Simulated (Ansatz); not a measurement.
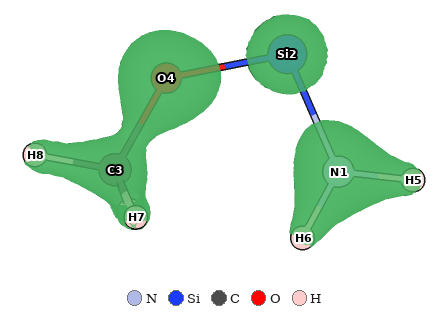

Figure. CH₅NOSi. Isosurface of the total electron density at 1.5 e/Å³ (green), seen across its widest extent.

Geometry: PBE0-D4/def2-TZVP.

Theory: Ansatz, RKS PBE0-D4/def2-TZVPP.

```xyz
9

N    -0.9692    0.9156    0.9947
Si   -0.4329   -0.5975    1.6040
C     0.7702   -0.6140   -0.8982
O     0.4802   -1.1787    0.3557
H    -1.5597    1.5065    1.5591
H    -0.7700    1.3332    0.0978
H     1.2991    0.3403   -0.7954
H     1.4120   -1.3025   -1.4510
H    -0.1412   -0.4493   -1.4839
```

> What does this surface tell about the bonding?

At this value the surface falls into three separate pieces. It bridges the sampled C–O (1.41 Å) and N–H (1.01 Å) contacts, where the density stays above the isovalue. It is pinched off along the sampled Si–O (1.65 Å) and Si–N (1.72 Å) contacts. On the grid the lowest density along these lines, outside the cores, is 1.8 e/Å³ (C–O, 1.41 Å), 0.97 e/Å³ (Si–O, 1.65 Å), 0.94 e/Å³ (Si–N, 1.72 Å) and 2.3 e/Å³ (N–H, 1.01 Å).
